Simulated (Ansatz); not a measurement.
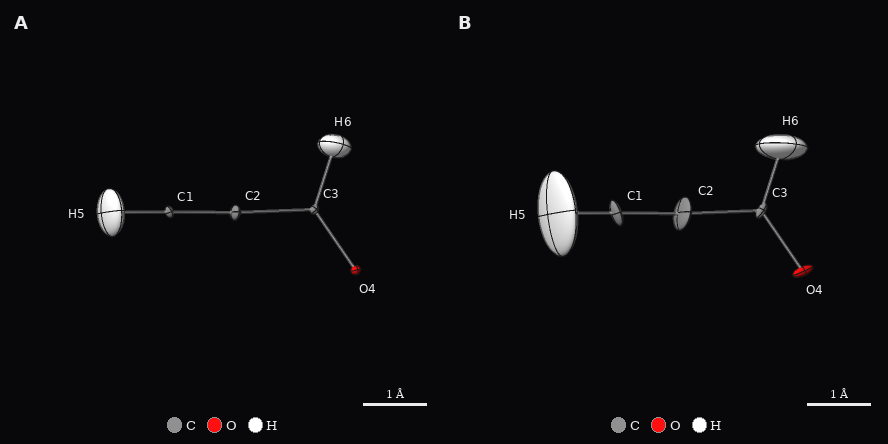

Displacement ellipsoids at the 50 % level, scaled by 1.5, from the internal vibrations of the free molecule (harmonic, no overall translation or rotation; no half-axis is drawn under 0.075 Å). Vibrations computed with RKS PBE0-D4/def2-TZVP (Ansatz 0.2.0). One panel is for 0 K (zero-point motion alone), the other for 900 K.

Question: Which panel is for 900 K?

Answer: B.

Question: How much does the mean-square displacement of C2 grow, and why?

Answer: U_eq goes from 0.0023 to 0.0099 Å², a factor of 4.3. Modes below kT (626 cm⁻¹ at 900 K) grow about in proportion to T, and the lowest lies at 218 cm⁻¹; the mean-square amplitude of a mode is its zero-point value times coth(ħω/2kT), which comes close to 1 only above about 3kT.
